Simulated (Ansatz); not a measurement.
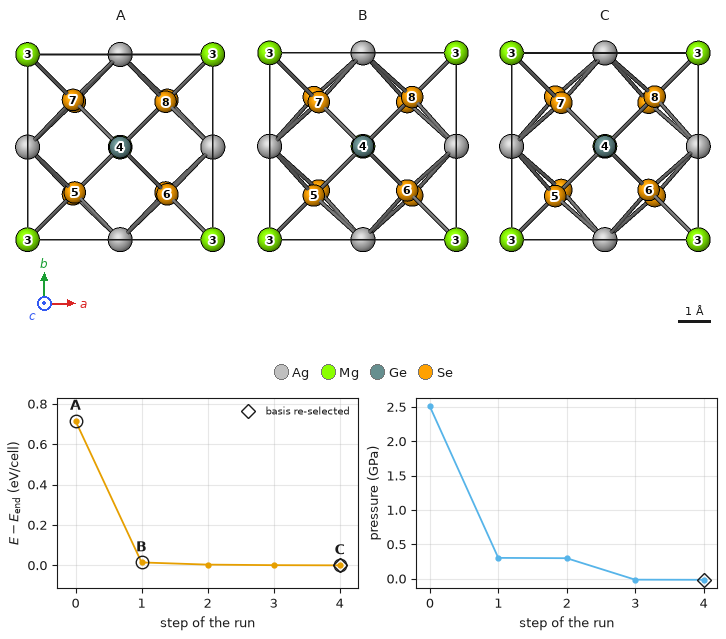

Frames of a relaxation of solid MgAg$_{2}$GeSe$_{4}$ (built on the stannite type), marked on the history of the run. The picture is a ball-and-stick view of the conventional cell (2 times the calculation's cell), seen along the c axis. Lengths and directions refer to the drawn axes.

Method: DFT, PBEsol, plane waves, PAW in Ansatz 0.2.0. Settings: plane-wave cutoff 420 eV; k-point mesh 6 × 6 × 6; occupations fermi dirac; smearing width 0.03 eV; no spin polarisation; cell and atoms relaxed; force threshold 0.01 eV/Å; at most 120 steps.

Describe the path.

The largest moves relative to the cell, 0.21 Å, are those of Se atoms. Mg and Ge and Ag stay in place. Cell: a = b 5.796 → 5.843 Å (+0.8 %), c 11.591 → 11.861 Å (+2.3 %). Volume +4.0 %. Among the contacts that change: Ge–Se 2.563 → 2.393 Å, Mg–Se 2.497 → 2.616 Å, Ag–Se 2.490 → 2.587 Å. Among the angles between lasting bonds that change: Se–Mg–Se 107.1° → 114.6°, Ag–Se–Ge 108.4° → 113.4°, Ag–Se–Ag 110.8° → 106.0°. The space group stays I-42m (No. 121). The energy falls by 0.716 eV per cell of the calculation in 3 accepted moves (4 points after the start). Largest force component: 0.85 eV/Å at the start, 0.00057 eV/Å at the end. The pressure goes from 2.51 to −0.02 GPa. At 1 point the geometry stayed and the basis and grid were re-selected for the new cell (energy shift of 1.0 meV per cell of the calculation at most each time). The run took 68 s on 4 threads of Arm Neoverse V1, on a shared host, peak memory 0.88 GiB. From step 0 to 1: Se atoms move most (0.18 Å), volume +3.1 %, energy −0.701 eV per cell of the calculation. From step 1 to 4: Se atoms move most (0.03 Å), volume +0.9 %, energy −14.5 meV per cell of the calculation.

| step | E − E(0), meV/atom | largest force component, eV/Å | pressure, GPa | volume, Å³/atom | note |
| --- | --- | --- | --- | --- | --- |
| 0 | 0.00 | 0.8543 | 2.51 | 24.333 |  |
| 1 | -87.65 | 0.1530 | 0.30 | 25.090 |  |
| 2 | -89.00 | 0.0714 | 0.30 | 25.203 |  |
| 3 | -89.34 | 0.0006 | -0.01 | 25.307 |  |
| 4 | -89.46 | 0.0006 | -0.02 | 25.307 | same geometry, new basis |
